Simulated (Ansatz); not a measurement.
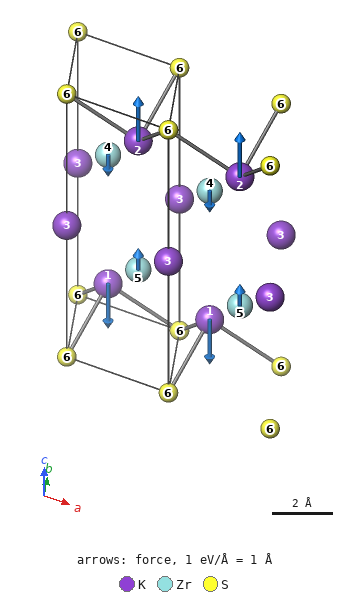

Starting geometry of solid K₃Zr₂S (a generated structure, set up in P-3m1) (coarse preliminary run) with the computed forces as blue arrows. Style: ball-and-stick. Shown: the cell of the calculation, repeated 2 × 1 × 1 with one cell outlined, from a free direction.

Level of theory: DFT PBE, scalar-relativistic, plane waves, PAW in Ansatz 0.2.0.

The input:
```yaml
crystal:
  lattice:
    - [4.15395704, 0.0, 0.0]
    - [-2.07697852, 3.59743232, 0.0]
    - [0.0, 0.0, 10.1679235]
  atoms:
    - { symbol: K, position: [0.33333333, 0.66666667, 0.16590221] }
    - { symbol: K, position: [0.66666667, 0.33333333, 0.83409779] }
    - { symbol: K, position: [0.0, 0.0, 0.5] }
    - { symbol: Zr, position: [0.33333333, 0.66666667, 0.6559943] }
    - { symbol: Zr, position: [0.66666667, 0.33333333, 0.3440057] }
    - { symbol: S, position: [0.0, 0.0, 0.0] }
basis:
  ecutwfc: 420
kpoints:
  mp_grid: { grid: [6, 6, 2] }
hamiltonian:
  xc: pbe
scf:
  occupations: { method: gaussian, width: 0.1 }
  lower_state_search: "off"
output:
  forces: true
  stress: true
  eigenvalues: true
relax:
  adjacent_minimum: "off"
  f_tol: 0.04
  max_steps: 70
  cell: { stress_tol: 0.4 }
```

Run as
```bash
ansatz run input.yaml --threads 1 --pin off --max-ram 2560MiB --backend cpu --events-out ev --progress --plain --runs-dir out
```

Question: What follows when this structure is relaxed?

Answer: It isn't relaxed: the largest force vector, on K atoms, is 1.74 eV/Å. The final displacements follow the starting forces only in part (cosine between the two patterns 0.83). After 12 accepted moves (14 points after the start) the energy has fallen by 4.679 eV per cell of the calculation. Largest force component: 1.7 eV/Å at the start, 0.014 eV/Å at the end. Pressure: 7.26 GPa at the start and 0.26 GPa at the end. The SCF was repeated twice at an unchanged geometry on a basis and grid sized afresh for the cell, which shifted the energy by 0.106 eV per cell of the calculation at most. The largest moves relative to the cell, 0.76 Å, are those of Zr4 and Zr5. Zr5 goes along +c. Largest moves by element: Zr 0.76 Å, K 0.44 Å. S stays in place. Cell: a = b 4.154 → 5.276 Å (+27.0 %), c 10.168 → 8.613 Å (−15.3 %). Volume +36.6 %. Among the contacts that change: K1–Zr5 3.005 → 4.090 Å, Zr4–Zr5 3.977 → 3.265 Å, K1–S6 2.932 → 3.202 Å, K3–Zr4 2.875 → 3.102 Å. New bonds form: Zr4–Zr5 (3.98 → 3.27 Å). Among the angles between lasting bonds that change: K1–S6–K1 90.2° → 110.9°, K1–S6–K2 89.8° → 69.1°, S6–K1–S6 90.2° → 110.9°. The space group stays P-3m1 (No. 164). Cost: 67 s on 1 thread of Arm Neoverse V2 (shared host), peak memory 0.46 GiB.
